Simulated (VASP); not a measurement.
Band structure of Ag (fcc). Level of theory: MS2 meta-GGA, VASP's PBE PAW potentials (set 64) (plane waves; VASP).

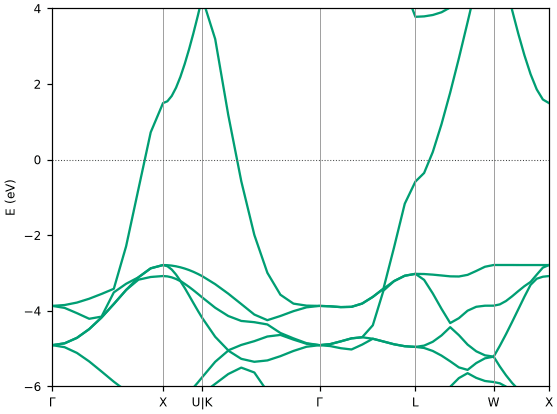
Figure. Bands along high-symmetry lines, zero at the valence-band maximum or, without a gap, the Fermi level

### Question
Read the plot: is there a gap, and where are the band edges?

### Answer
It has no gap at this level: it comes out as a metal or semimetal.

The compound is Ag in the fcc structure. It was relaxed first.
